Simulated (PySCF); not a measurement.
**CH$_{6}$ClOSi, charge −1, SMILES `[Cl-].CO[SiH3]`: what the electrons do**

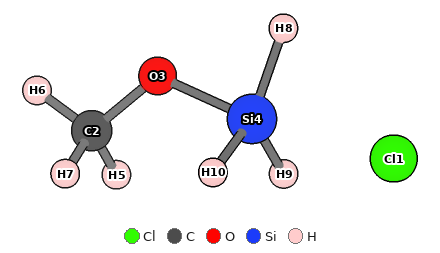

The molecule, with its atoms numbered as below. The pair's geometry is semi-empirical, so its contact may be too short or too long.

Coordinates in Å:

```
Cl1      2.3451   -0.1172    0.0000
C2      -2.6976   -0.4146    0.0006
O3      -1.7290    0.5534   -0.0002
Si4     -0.0798    0.1373    0.0002
H5      -2.6181   -1.0646   -0.8868
H6      -3.6885    0.0547   -0.0018
H7      -2.6200   -1.0616    0.8847
H8       0.2397    1.5577   -0.0038
H9      -0.0217   -0.6794   -1.2214
H10     -0.0244   -0.6754    1.2236
```

### 1. Bonding charge

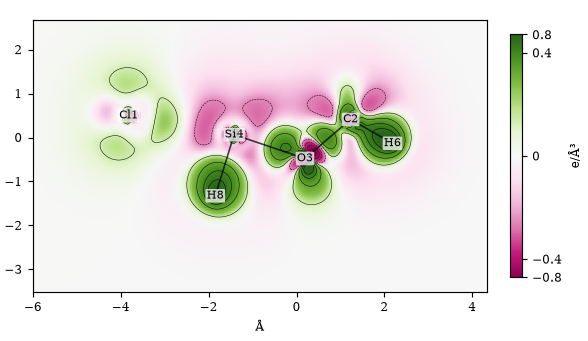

Deformation density (molecule less spherical, spin-averaged free atoms) in the plane of Cl1, C2, O3, Si4, H6 and H8; colour scale in e/Å³, logarithmic beyond ±0.1; green: gain, pink: loss.

Computed with PySCF, CAM-B3LYP/6-311+G**, geometry: GFN2-xTB.

**How much density has each bond in this plane gained at its critical point, relative to the free atoms?**

C2–H6: +0.72 e/Å³ at the bond critical point (bond length 1.10 Å). Si4–H8: +0.22 e/Å³ at the bond critical point (bond length 1.46 Å). C2–O3: +0.19 e/Å³ at the bond critical point (bond length 1.37 Å). O3–Si4: +0.03 e/Å³ at the bond critical point (bond length 1.70 Å); up to 0.6 Å beside the axis the gain reaches +0.39 e/Å³. Cl1–Si4: −0.09 e/Å³ at the bond critical point (bond length 2.44 Å). In all, 2.9 electrons gather in the regions of gain relative to the promolecule of neutral atoms (this includes the anion's extra charge). A small or negative value marks a very polar bond, one between electron-rich atoms, whose free-atom densities already overlap strongly, a long bond to a heavier atom, or a closed-shell contact such as a hydrogen bond.

**Where do the Hirshfeld charges lie?**

The highest Hirshfeld charge is on Si4 (+0.23 e), the lowest on Cl1 (−0.53 e).

### 2. Bond critical points

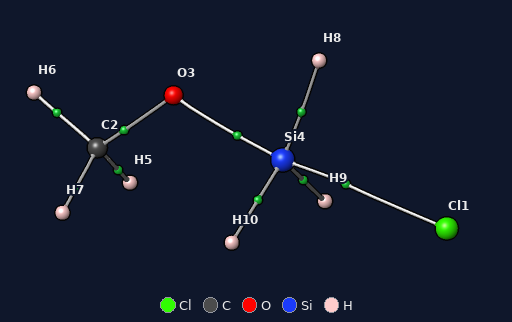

Molecular graph of the electron density (QTAIM): bond paths, bond critical points (green), ring points (magenta, if any); weak paths are dashed.

**How many critical points of each kind are there, and does the count close?**

10 nuclei, 9 bond, 0 ring and 0 cage critical points: 10 − 9 + 0 − 0 = 1, as the Poincaré–Hopf relation requires.

**What does the calculation give at each kind of bond critical point?**

```tsv
bond	length (Å)	ρ (a.u.)	∇²ρ (a.u.)	ε	H (a.u.)
C2–O3	1.369	0.286	−0.51	0.01	−0.403
C2–H6	1.096	0.276	−0.93	0.04	−0.272
C2–H7 (2 alike)	1.098	0.275	−0.92	0.04	−0.270
Si4–H8	1.456	0.126	+0.26	0.00	−0.079
Si4–H10 (2 alike)	1.470	0.122	+0.24	0.01	−0.075
O3–Si4	1.701	0.115	+0.73	0.05	−0.031
Cl1–Si4	2.438	0.045	+0.03	0.21	−0.018
```

**What kind of interaction is C2–H7?**

Shared-shell (covalent): ρ = 0.275, ∇²ρ = −0.92, H = −0.270 a.u.

### 3. Electrostatic potential

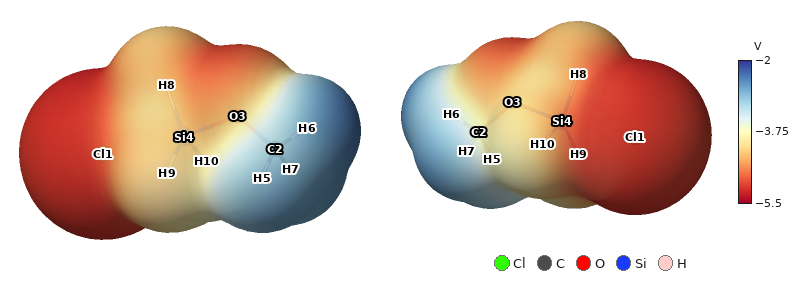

Electrostatic potential on the surface of electron density 0.001 a.u. (back view left, front view right).

**Where are the extremes of the potential on the surface?**

Highest: −2.34 V, 1.4 Å from H6. Further maxima include −4.03 V, near H10 (1.91 Å) and H8 (2.07 Å), over Si4 (2.2 Å), and at like points elsewhere. Lowest: −5.23 V, near H8 (2.16 Å) and Cl1 (2.27 Å). The surface is sampled at points, so like sites can differ by a few per cent and only the strongest of them is named.

**What volume does the surface enclose?**

About 138 Å³.

### 4. Weak contacts

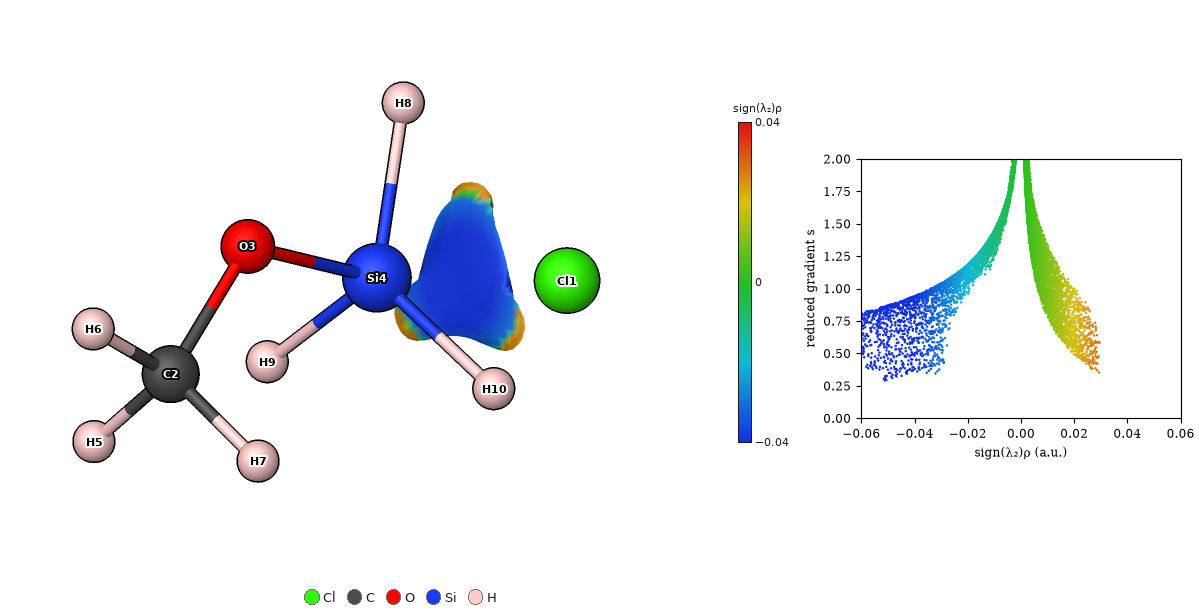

Non-covalent interaction surfaces between the fragments (reduced density gradient s = 0.4, coloured by sign(λ₂)ρ in a.u.; trimmed to the region between the fragments where ρ is under 0.06 a.u.). Fragment A: Cl(−1) (atom 1); fragment B: SiH6CO. The plot gives s against sign(λ₂)ρ for grid points between the fragments.

PySCF calculation, CAM-B3LYP/6-311+G**, gas phase; geometry: GFN2-xTB.

**How strongly are they bound?**

The counterpoise-corrected interaction energy of the frozen fragments is −21.5 kcal/mol without dispersion correction and −22.7 kcal/mol with D3(BJ). The pair geometry is semi-empirical, not a minimum at this level.

The PySCF runs shown took 17 s and 39 s on 1 thread of Arm Neoverse V2, on a shared host.
